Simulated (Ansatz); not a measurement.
**What Se → Ge does to MoSe2**

Consider MoSe2 in the 2H-MoS2 type structure (space group P6_3/mmc, No. 194; a = 3.228 Å, c = 12.347 Å; layered, stacked along the Cartesian z axis).

Modification: every Se is replaced by Ge; the structure is relaxed again.

All numbers come from PBEsol-D3(BJ) (Ansatz, an electronic-structure program; PAW; 420 eV plane waves; no spin-orbit coupling). k-mesh 18×18×4 (Γ-centred); smearing 0.05 eV (Fermi–Dirac), for the changed cell.

The volume per atom shrinks by 2.66 Å³ to 15.91 Å³ and the lattice parameter a falls by 0.309 Å, from 3.228 Å to 2.919 Å. The c/a ratio increases by 0.608 to 4.433 and the space group stays P6_3/mmc (No. 194). The shortest interatomic distance grows by 0.138 Å to 2.641 Å and the band gap goes from 0.54 eV to zero.

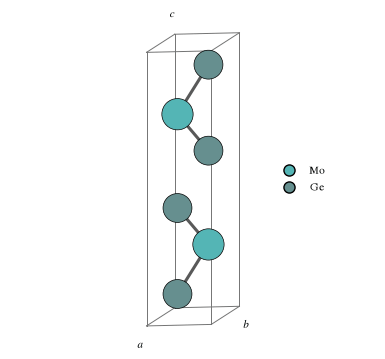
Fig. 1. The relaxed conventional cell after the change

Stability against distortions was not tested. As relaxed here, MoGe2 is a hypothetical phase, not in the database extracts checked. All final runs are without spin polarisation. MoGe2 has a high density of states at the Fermi level and may be magnetic at this level.
